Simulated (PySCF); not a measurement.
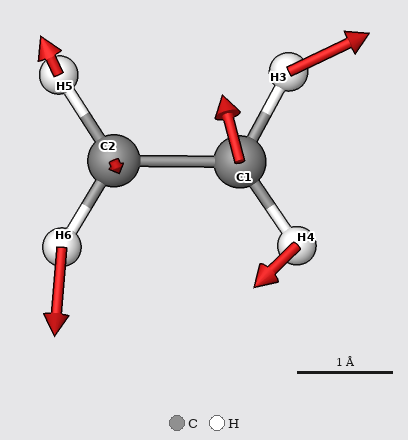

This is a relaxation of C$_{2}$H$_{4}$. The starting structure is drawn; red arrows show the displacements, magnified 30 times. The two geometries are superimposed by the best rigid fit.

Style: ball-and-stick. Shown face on.

The start comes from GFN2-xTB. Its atoms were then displaced at random by about 0.01 Å.

These are results of PySCF 2.14.0, density-fitted response routines, PBE0-D3(BJ)/def2-SVP geometry optimisation, gas phase, not measurements. 

What did the optimiser do to the structure, and how much energy did it gain?

Over 4 geometry steps the energy falls by 4.67 kJ/mol. The largest moves after the best rigid fit, 0.032 Å, are those of H3 and H6. By element the largest moves are H 0.032 Å, C 0.026 Å. Among the contacts that change: C1–H4 1.067 → 1.094 Å, C1–H3 1.087 → 1.094 Å, C1–C2 1.338 → 1.330 Å. Among the angles between lasting bonds that change: C2–C1–H3 118.5° → 121.5°, C2–C1–H4 124.7° → 121.8°. Cost: 2 s on 1 thread of Arm Neoverse V2, on a shared host.
